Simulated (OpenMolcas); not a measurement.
# SiHOF (SMILES O[Si]F): methods side by side

The species is SiHOF (4 atoms), meant as a singlet with charge 0. As SMILES, `O[Si]F`. The shape is that of a GFN2-xTB optimisation.

Quantity: the vertical ionisation energy (to the doublet cation), in eV. The values are calculated.

```tsv
level	kind	program	value (eV)	less FCI/STO-3G	CPU time (all runs)
HF/STO-3G	Hartree–Fock	OpenMolcas	6.42	+0.52	4 s
SVWN5/STO-3G	LDA	OpenMolcas	6.78	+0.88	9.4 s
PBE/STO-3G	GGA	OpenMolcas	6.74	+0.84	11 s
r2SCAN/STO-3G	meta-GGA	OpenMolcas	6.90	+1.00	16 s
M06-2X/STO-3G	hybrid meta-GGA	OpenMolcas	7.12	+1.22	13 s
FCI/STO-3G, open shells restricted	exact in the basis	OpenMolcas	5.90	0.00	5.7 min
```

FCI/STO-3G, open shells restricted is exact within its basis and frozen core, so for wave-function methods in that basis the difference is their error; functionals converge differently with the basis, so for them it is only a difference. The values span 5.90 to 7.12 eV. All rows use very small basis sets, so even the best lies far from the true value. CPU times are rough (shared hosts, several kinds of processor): they show what a rung costs within a factor of a few.

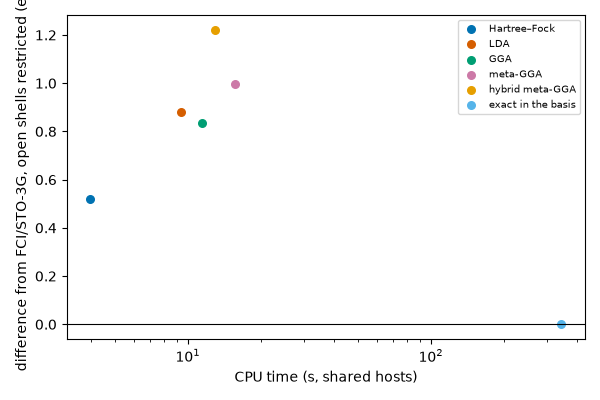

Difference from FCI/STO-3G, open shells restricted against processor time, one point a level.
